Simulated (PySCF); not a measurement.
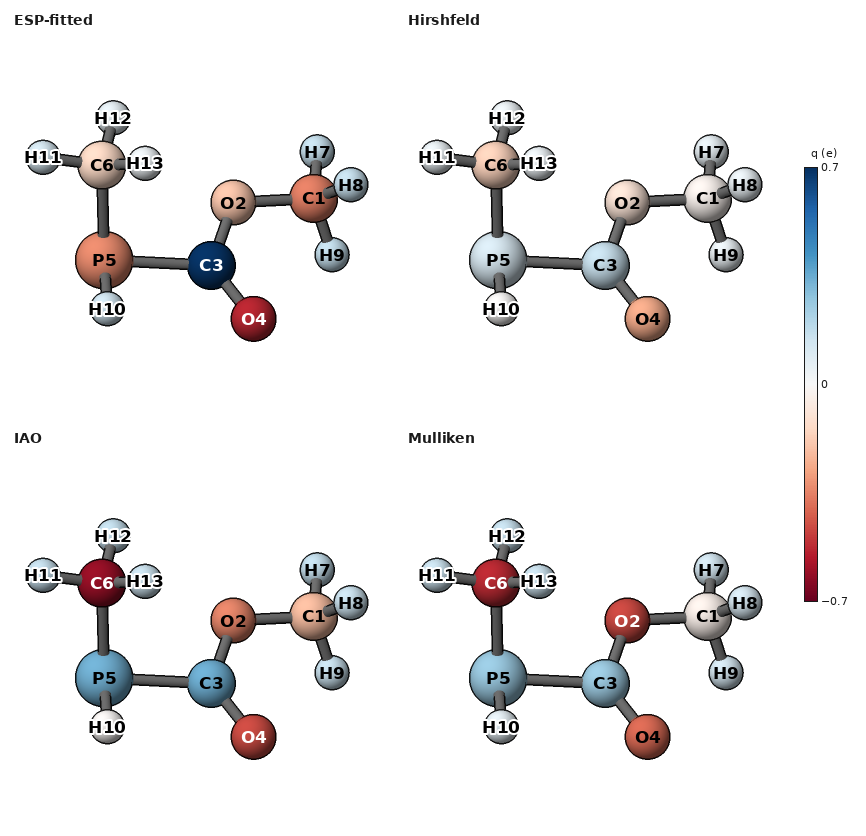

Atomic charges of one calculation by 4 schemes, on one colour scale. The computed structure is the end point of a GFN2-xTB optimisation. No frequency run is at hand to confirm it as a minimum. Level of theory: PBE0/pcSseg-1 (PySCF 2.14.0).

Question: On which atom do the schemes disagree most?

Answer: On P5 (from −0.33 to 0.34 e).

List the charges (e), one line for each set of equivalent atoms.

| atom | ESP-fitted | Hirshfeld | IAO | Mulliken |
| --- | --- | --- | --- | --- |
| C1 | −0.35 | −0.03 | −0.22 | −0.04 |
| O2 | −0.19 | −0.10 | −0.34 | −0.46 |
| C3 | 0.69 | 0.15 | 0.34 | 0.25 |
| O4 | −0.53 | −0.26 | −0.45 | −0.40 |
| P5 | −0.33 | 0.11 | 0.34 | 0.26 |
| C6 | −0.14 | −0.16 | −0.60 | −0.52 |
| H7 | 0.16 | 0.06 | 0.16 | 0.13 |
| H8 | 0.16 | 0.05 | 0.15 | 0.12 |
| H9 | 0.17 | 0.05 | 0.16 | 0.13 |
| H10 | 0.14 | −0.01 | −0.02 | 0.07 |
| H11 | 0.13 | 0.05 | 0.16 | 0.15 |
| H12 | 0.06 | 0.04 | 0.17 | 0.16 |
| H13 | 0.03 | 0.04 | 0.15 | 0.15 |

The geometry is semi-empirical. Around P such bond lengths and angles can be off by a tenth of an ångström or more and by several degrees, and values that hang on the shape move with them.
